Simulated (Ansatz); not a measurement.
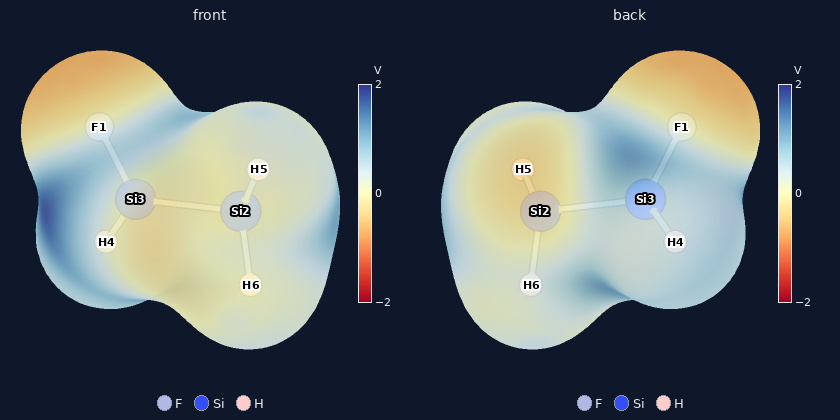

Figure 1: FH3Si2. The molecular electrostatic potential painted on the density surface at 0.002 e/bohr³, seen from the front and from behind; red is negative and blue positive.

The product side of a reaction path; geometry: PBE0-D4/def2-TZVP.

Theory: RKS PBE0-D4/def2-TZVPP in Ansatz.

The calculation's input:

```
crystal:
  periodic: [false, false, false]
  atoms:
    - {symbol: F, position_ang: [1.031973, -0.832057, -1.868814]}
    - {symbol: Si, position_ang: [0.095610, 0.065274, 1.194674]}
    - {symbol: Si, position_ang: [-0.123285, -0.204518, -0.961912]}
    - {symbol: H, position_ang: [-1.410762, -0.608020, -1.584575]}
    - {symbol: H, position_ang: [1.418347, 0.612275, 1.600217]}
    - {symbol: H, position_ang: [-1.011783, 0.967146, 1.620409]}
basis:
  gaussian: {orbitals: def2-TZVPP}
hamiltonian: {xc: pbe0, dispersion: d4}
output: {orbitals: {seedname: orbitals}}
```

Command:

```sh
ansatz run in.yaml --threads 2 --pin off --events-out ev --progress --plain --max-ram 4352MiB
```

**Where is the surface potential most negative and most positive?**

The most negative region (about −0.7 V) lies over F1, the most positive (about +1.7 V) over Si3.
